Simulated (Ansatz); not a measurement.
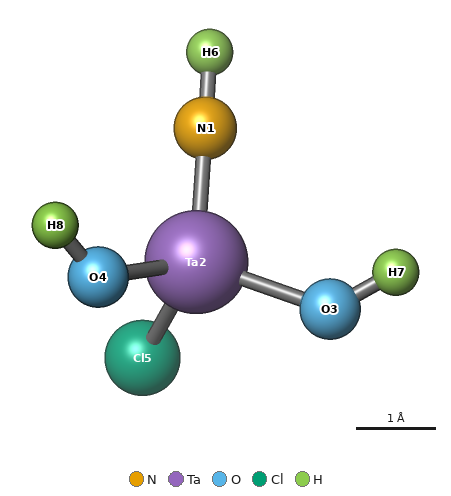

The input geometry of run 1 (ball-and-stick view, seen at a tilt; atoms are numbered from 1 in the order of the input). Sticks mark near contacts. Bond lengths as drawn: Cl–Ta 2.32 Å, H–N 1.01 Å, H–O 0.96 Å, N–Ta 1.76 Å and O–Ta 1.90 Å.

**What a change does: single-point calculation on TaNH₃ClO₂**

System: TaNH₃ClO₂.
Method of run 1: RKS PBE0-D4/def2-TZVPP (Ansatz 0.2.0).

The geometry comes from this level: PBE0-D4/def2-TZVP. Text and figures count atoms from 1; the logs count them from 0 in places.

## Input file, run 1
```yaml
crystal:
  periodic: [false, false, false]
  atoms:
    - {symbol: N, position_ang: [-0.826899, 0.881897, 0.863543]}
    - {symbol: Ta, position_ang: [0.123901, 0.078154, -0.380850]}
    - {symbol: O, position_ang: [1.873236, -0.238215, 0.288915]}
    - {symbol: O, position_ang: [-0.682114, -1.593120, -0.788318]}
    - {symbol: Cl, position_ang: [0.203698, 1.429506, -2.269683]}
    - {symbol: H, position_ang: [-1.374372, 1.364479, 1.555347]}
    - {symbol: H, position_ang: [2.263425, 0.004790, 1.128376]}
    - {symbol: H, position_ang: [-1.488676, -1.984491, -0.453228]}
basis:
  gaussian: {orbitals: def2-TZVPP}
hamiltonian: {xc: pbe0, dispersion: d4}
output: {orbitals: {seedname: orbitals}}
```

Hardware: 4 CPU threads, shared host.

## Output (run 1)
```
Functional definition: PBE0
  parameter a = 0.25
  parameter kappa = 0.804
  parameter beta = 0.06672455060314922
  exchange = (1 - a)*pbe_x(kappa = kappa, mu = beta*pi^2/3) + a*exact_x
  correlation = pbe_c(beta = beta)
1367 factors; their error is unknown
mean field evaluation 1: about -19687.2080 eV, gradient 1.0e2 eV
mean field evaluation 2: about -19582.8837 eV, gradient 2.4e2 eV
mean field evaluation 4: about -19704.8609 eV, gradient 2.3e1 eV
mean field evaluation 8: about -19705.9123 eV, gradient 1.7e-1 eV
mean field evaluation 16: about -19705.9649 eV, gradient 3.0e-4 eV
mean field -19705.96490469 eV, -724.1808530647 hartree, gradient 5.8e-5 eV, S^2 0.000000; 0 other end points of the search recorded, 0 dependent functions left out
reference -19705.96493547 eV, -724.1808541957 hartree; 28, 28 occupied and 205, 205 virtual orbitals, 1367 factors
Total energy: -19706.13349369 eV, -724.1870485960 hartree
```

For run 2 the input was changed thus:
```diff
-  gaussian: {orbitals: def2-TZVPP}
+  gaussian: {orbitals: "def2-QZVPP.json"}
```

How does run 2 compare with run 1?

The total energy of run 2 is 16.2 kcal/mol lower, which measures the change of basis and not a stability. The LUMO goes from −0.67 to −0.76 eV. The basis functions go from 233 to 412.

## Output (run 2)
```
Functional definition: PBE0
  parameter a = 0.25
  parameter kappa = 0.804
  parameter beta = 0.06672455060314922
  exchange = (1 - a)*pbe_x(kappa = kappa, mu = beta*pi^2/3) + a*exact_x
  correlation = pbe_c(beta = beta)
1560 factors; their error is unknown
mean field evaluation 1: about -19687.1795 eV, gradient 1.1e2 eV
mean field evaluation 2: about -19579.5676 eV, gradient 2.5e2 eV
mean field evaluation 4: about -19705.4828 eV, gradient 2.4e1 eV
mean field evaluation 8: about -19706.6400 eV, gradient 1.9e-1 eV
mean field evaluation 16: about -19706.6694 eV, gradient 4.1e-4 eV
mean field -19706.66938739 eV, -724.2067423265 hartree, gradient 2.7e-5 eV, S^2 0.000000; 0 other end points of the search recorded, 0 dependent functions left out
reference -19706.66942352 eV, -724.2067436540 hartree; 28, 28 occupied and 384, 384 virtual orbitals, 1560 factors
Total energy: -19706.83798174 eV, -724.2129380543 hartree
```

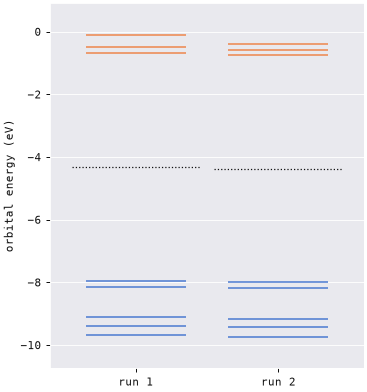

The five highest filled and three lowest empty orbital energies of the two runs; the dotted lines part filled from empty levels. The HOMO–LUMO gap is 7.28 eV in run 1 and 7.24 eV in run 2.

## The two runs side by side

| quantity | run 1 | run 2 |
| --- | --- | --- |
| outcome | converged | converged |
| total energy (hartree) | −724.187049 | −724.212938 |
| HOMO (eV) | −7.96 | −8.00 |
| LUMO (eV) | −0.67 | −0.76 |
| basis functions | 233 | 412 |
| wall time (shared host) | 2.6 s | 6 s |
